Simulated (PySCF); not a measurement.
# C5H13AlBF (SMILES CC[C@H](C)[AlH][CH2]BF): what the fields show

Input

```
{"job": {"kind": "nmr", "xc": "PBE0", "basis": "pcSseg-1"}, "charge": 0, "multiplicity": 1}
C     -2.428920     1.165030     0.444395
C     -1.935615    -0.273478     0.449026
C     -0.788382    -0.457412    -0.563134
C     -0.238906    -1.893053    -0.498803
Al     0.618376     0.962436    -0.286494
C      2.254908     0.687670     0.860218
B      3.390320     0.188599    -0.055543
F      3.422247    -1.097956    -0.399624
H     -1.596526     1.837494     0.691060
H     -2.796279     1.439694    -0.542483
H     -3.224152     1.321065     1.170511
H     -2.764450    -0.947857     0.210394
H     -1.584282    -0.531227     1.452923
H     -1.235154    -0.322433    -1.565461
H      0.535044    -2.041532    -1.251674
H      0.204716    -2.092509     0.476218
H     -1.029576    -2.626477    -0.665214
H      0.515663     2.300542    -1.062231
H      1.946323    -0.073066     1.590495
H      2.492713     1.615991     1.388470
H      4.233013     0.855418    -0.534115
```

Command:

```sh
OMP_NUM_THREADS=1 python probes_run.py task.json out
```

Geometry: GFN2-xTB.

The calculation used PBE0/pcSseg-1, SCF density, gas phase, non-relativistic in PySCF 2.14.0.

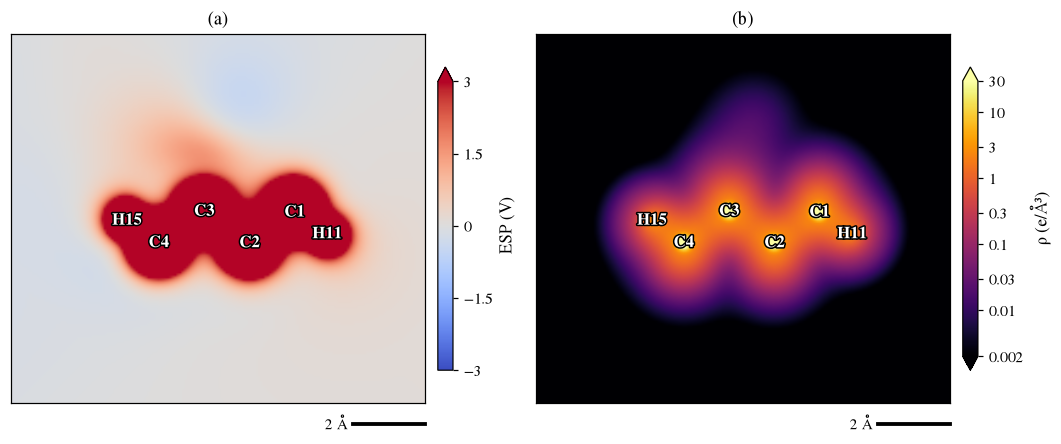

Figure 1. (a) molecular electrostatic potential; (b) total electron density on the plane of atoms C3, C4 and H15.

Question: What does the map show?

Answer: The section cuts through C and H sites. C–C (1.52 Å): the density is about 1.6 e/Å³ at the midpoint. C–H (1.09 Å): the density is about 2 e/Å³ at the midpoint. Outside the dense part of the molecule the potential is most negative (−0.4 V) near H18, which lies off the plane.

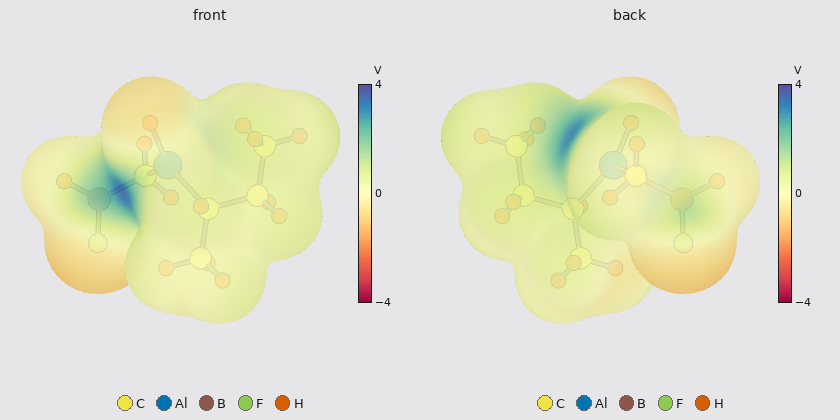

Figure 2. The molecular electrostatic potential painted on the density surface at 0.002 e/bohr³, seen from the front and from behind; red is negative and blue positive.

Question: Where is the surface potential most negative and most positive?

Answer: The most negative region (about −1.0 V) lies over F8, the most positive (about +3.1 V) over Al5.

Question: How polar is the molecule by this calculation?

Answer: Its dipole moment is 1.96 D.
